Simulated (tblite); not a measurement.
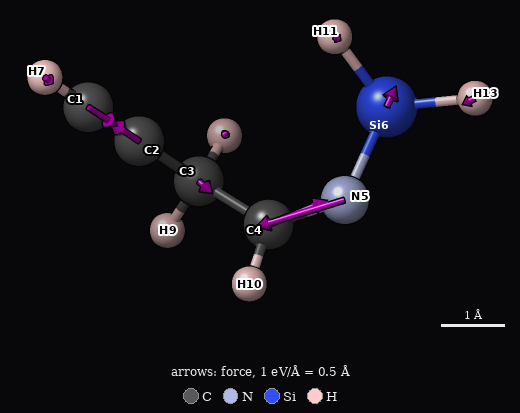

Starting geometry of C₄H₇NSi with the computed forces as purple arrows. A ball-and-stick model, seen at a tilt.

These are results of GFN2-xTB geometry optimisation, gas phase (tblite), not measurements. 

Is this structure relaxed? If not, where do the atoms go?

It isn't relaxed: the largest force vector, on the N atom, is 3.05 eV/Å. The final displacements have little in common with the starting forces (cosine between the two patterns 0.09). Over 156 geometry steps the energy falls by 0.248 eV. An H atom moves most after the best rigid fit: 1.57 Å. By element the largest moves are H 1.57 Å, C 0.67 Å, N 0.43 Å, Si 0.30 Å. Near-neighbour distances that change, for instance: C–N 1.295 → 1.246 Å, C–C 1.533 → 1.507 Å, H–Si 1.483 → 1.459 Å, C–C 1.213 → 1.197 Å. Among the angles between lasting bonds that change: C–N–Si 124.0° → 137.5°, N–Si–H 108.0° → 118.9°, N–Si–H 110.1° → 102.8°. Groups turn about N–Si by about 60°, C–C by about 30°. Cost: 0.64 s on 1 thread of Arm Neoverse V2, on a shared host.
